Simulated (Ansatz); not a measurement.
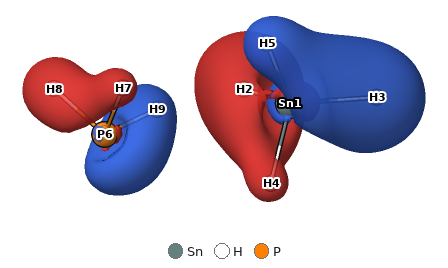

H$_{4}$Sn···PH$_{3}$. The HOMO−1 at ±0.1 Å⁻³ᐟ² (blue and red are the two phases), seen from one side.

Core potentials replace the inner electrons of Sn.

Level of theory: RKS PBE0/def2-SVP (Ansatz 0.2.0).

The calculation's input:

```
crystal:
  periodic: [false, false, false]
  atoms:
    - { symbol: Sn, position_ang: [0.0, 0.0, 0.0] }
    - { symbol: H, position_ang: [0.0, 0.0, 2.09] }
    - { symbol: H, position_ang: [1.6408, 0.0, -0.5794] }
    - { symbol: H, position_ang: [-0.8195, 1.4198, -0.5794] }
    - { symbol: H, position_ang: [-0.8195, -1.4198, -0.5794] }
    - { symbol: P, position_ang: [-2.6192, 0.0, 0.8703] }
    - { symbol: H, position_ang: [-3.3856, -0.8853, 0.067] }
    - { symbol: H, position_ang: [-2.669, -0.4268, 2.2237] }
    - { symbol: H, position_ang: [-1.0285, 0.0, 2.1074] }
basis:
  gaussian: { orbitals: def2-SVP }
hamiltonian:
  xc: pbe0
relax:
  f_tol: 0.15
  max_steps: 25
  restrain:
    - { distance: [0, 5], at: 3.66, k: 30.0 }
    - { distance: [8, 1], at: 1.86, k: 30.0 }
    - { distance: [0, 1], at: 1.74, k: 30.0 }
    - { distance: [8, 5], at: 1.42, k: 30.0 }
output:
  orbitals: {}
```

Launched as:

```sh
ansatz run input.yaml --threads 1 --pin off --max-ram 2048MiB --backend cpu --events-out ev --progress --plain --runs-dir out
```

The fields are those of the run's last geometry, not of the input's.

Where does this orbital lie, and at what energy?

Its weight (Hirshfeld) is mainly on Sn1 (about 35 %), H2 (about 25 %), H3 (about 15 %) and P6 (about 15 %). Its energy is −8.92 eV.
